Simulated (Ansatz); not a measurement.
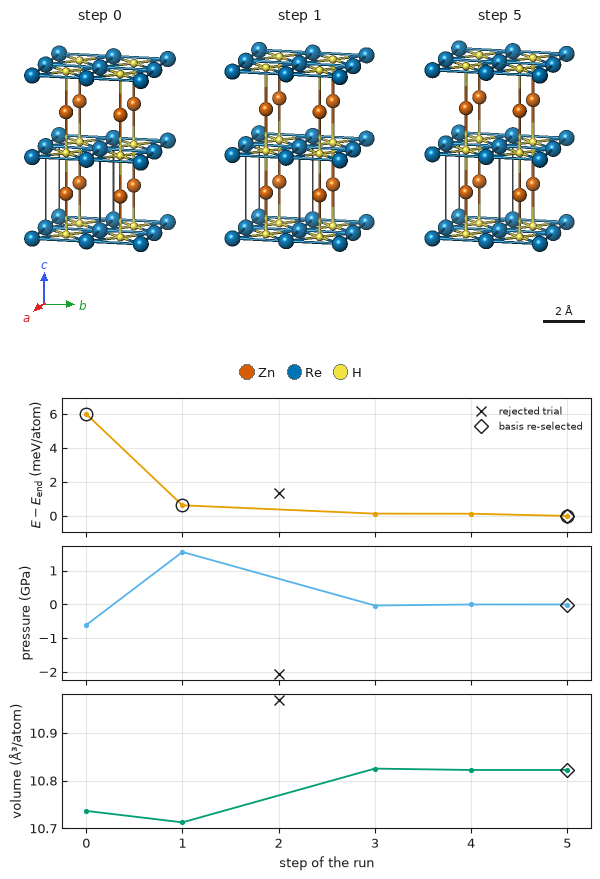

Frames of a relaxation of a crystal of ZnReH (a generated structure, set up in P4/mmm), marked on the history of the run. A ball-and-stick model of the cell of the calculation, repeated 2 × 2 × 2 with one cell outlined, seen slightly off an axis.

Theory: DFT PBE, scalar-relativistic, plane waves, PAW in Ansatz. (plane-wave cutoff 420 eV; k-point mesh 16 × 16 × 12; occupations gaussian; smearing width 0.1 eV; collinear spin; cell and atoms relaxed; force threshold 0.01 eV/Å; at most 80 steps)

Describe the path.

The atoms keep their places relative to the cell (all moves are under 0.005 Å). The volume changes by +0.8 %, with a = b 2.786 → 2.755 Å (−1.1 %), c 4.149 → 4.279 Å (+3.1 %). Among the contacts that change: H–Zn 2.074 → 2.139 Å, Re–Re 2.786 → 2.755 Å, H–Re 1.970 → 1.948 Å. The space group stays P4/mmm (No. 123). After 3 accepted moves (5 points after the start) the energy has fallen by 6.0 meV per atom. All forces vanish by symmetry, so only the cell relaxes. Pressure: −0.61 GPa at the start and 0.00 GPa at the end. The line search rejected the trial step at point 2 of the run. At 1 point the geometry stayed and the basis and grid were re-selected for the new cell (energy shift of 0.1 meV per atom at most each time). The program noted that the starting moments weren't kept. From step 0 to 1: volume −0.2 %, energy −5.4 meV per atom. From step 1 to 5: volume +1.0 %, energy −0.6 meV per atom.

```json
{"step": "0", "E − E(0), meV/atom": "0.00", "pressure, GPa": "-0.61", "volume, Å³/atom": "10.737", "note": ""}
{"step": "1", "E − E(0), meV/atom": "-5.37", "pressure, GPa": "1.55", "volume, Å³/atom": "10.713", "note": ""}
{"step": "2", "E − E(0), meV/atom": "-4.64", "pressure, GPa": "-2.07", "volume, Å³/atom": "10.969", "note": "rejected"}
{"step": "3", "E − E(0), meV/atom": "-5.86", "pressure, GPa": "-0.03", "volume, Å³/atom": "10.825", "note": ""}
{"step": "4", "E − E(0), meV/atom": "-5.87", "pressure, GPa": "0.00", "volume, Å³/atom": "10.823", "note": ""}
{"step": "5", "E − E(0), meV/atom": "-6.00", "pressure, GPa": "0.00", "volume, Å³/atom": "10.823", "note": "same geometry, new basis"}
```
